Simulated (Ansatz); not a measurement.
**A computed series for Cu: pressure series**

The parent structure is Cu in the fcc (Cu type) structure (space group Fm-3m, No. 225; a = 3.579 Å).

Cell and atoms are relaxed at each pressure.

Calculations: r2SCAN (Ansatz, a program for electronic structure, PAW, no spin-orbit coupling), earlier PAW set.

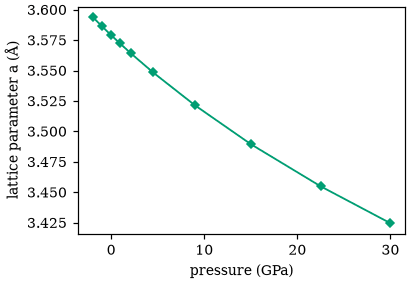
Fig. 1. Lattice parameter a against pressure

Problem. From the plot, what is the lattice parameter a for pressure 30 GPa?

Solution. About 3.42 Å.

Problem. Is the trend monotonic over the range shown?

Solution. Yes, it falls throughout, spanning 6.471 bohr to 6.792 bohr.

Load acts through the strain it causes; cell and atoms are relaxed under it. Stability against distortions was not tested. No other phases were tried under pressure. All final runs are without spin polarisation.
